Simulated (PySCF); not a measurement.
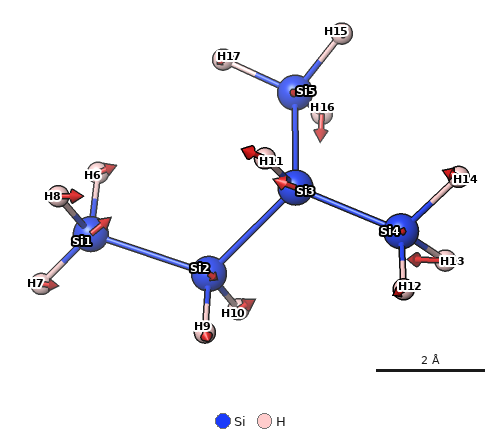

A relaxation of Si₅H₁₂. The starting structure is drawn; red arrows show the displacements, 3 times their true length. The two geometries are superimposed by the best rigid fit.

A ball-and-stick model, seen at a tilt.

The start comes from GFN2-xTB. Its atoms were then displaced at random by about 0.03 Å.

These are results of PBE0-D3(BJ)/def2-SVP geometry optimisation, gas phase (PySCF), not measurements. 

**What happened in the run?**

The atom that moves furthest after the best rigid fit is H13 (0.30 Å). Largest moves by element: H 0.30 Å, Si 0.17 Å. Near-neighbour distances that change, for instance: Si3–Si4 2.173 → 2.343 Å, Si1–H7 1.394 → 1.495 Å, Si2–H9 1.414 → 1.497 Å, Si4–H14 1.562 → 1.496 Å. Among the angles between lasting bonds that change: H13–Si4–H14 96.4° → 108.7°, Si1–Si2–Si3 118.7° → 109.6°, Si3–Si4–H13 117.6° → 108.7°. After 7 geometry steps the energy has fallen by 76.9 kJ/mol. Cost: 85 s on 1 thread of Arm Neoverse V1, with other jobs on the host.
